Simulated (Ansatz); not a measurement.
## Electronic structure of ClH2InO2···HBr in real space

```xyz
8

In   -0.1792   -0.2960   -0.0943
O    -0.0462   -0.2748    1.8987
H    -0.9076   -0.3926    2.3192
O     1.4630   -0.4831   -1.1782
H     2.2500   -0.5021   -0.6196
Cl   -2.2950   -0.2716   -1.0623
Br    0.3385    3.1927    1.3626
H     0.2941    1.8894    2.1104
```

Core potentials replace the inner electrons of In; not at a stationary point (largest force 1.5 eV/Å).

The calculation used RKS PBE0/def2-SVP (Ansatz 0.2.0).

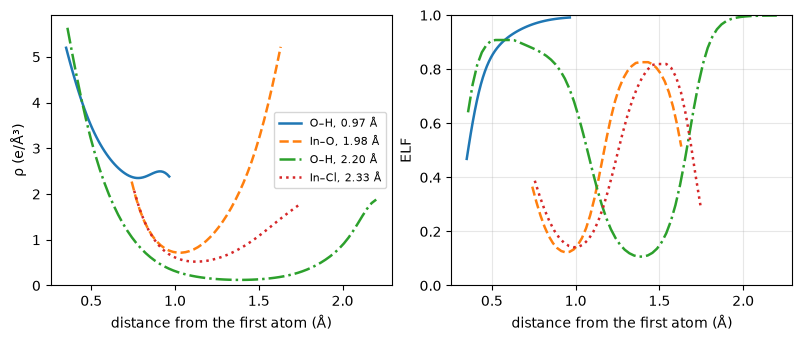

Figure 1. Electron density and electron localisation function along straight lines between neighbouring atoms. The curves leave out the atomic cores.

### Compare the contacts.

O–H (0.97 Å): ρ is about 3.6 e/Å³ halfway; the ELF climbs to about 1 towards the hydrogen, as it does in any bond to H (an ordinary covalent bond to hydrogen).
In–O (1.98 Å): ρ at the midpoint is about 0.73 e/Å³; the ELF peaks at about 0.85 in the valence shell of O, 0.6 Å from its nucleus, and drops to about 0.10 between the two atoms.
O2···H8 (2.20 Å): the density falls to about 0.12 e/Å³ on the way; the ELF dips to about 0.10 between them.
In–Cl (2.33 Å): the density is about 0.53 e/Å³ at the midpoint; the ELF peaks at about 0.80 in the valence shell of Cl, 0.8 Å from its nucleus, and drops to about 0.15 between the two atoms.

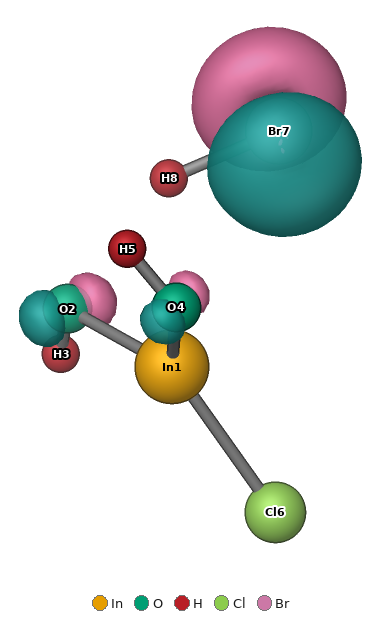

Figure 2. The HOMO−1 at ±0.2 Å⁻³ᐟ² (teal and pink are the two phases), seen at an oblique angle.

### What is the character of this orbital?

By Hirshfeld shares it lies mainly on Br7 (about 85 %); largely a lone pair of Br7. Its energy is −8.70 eV.
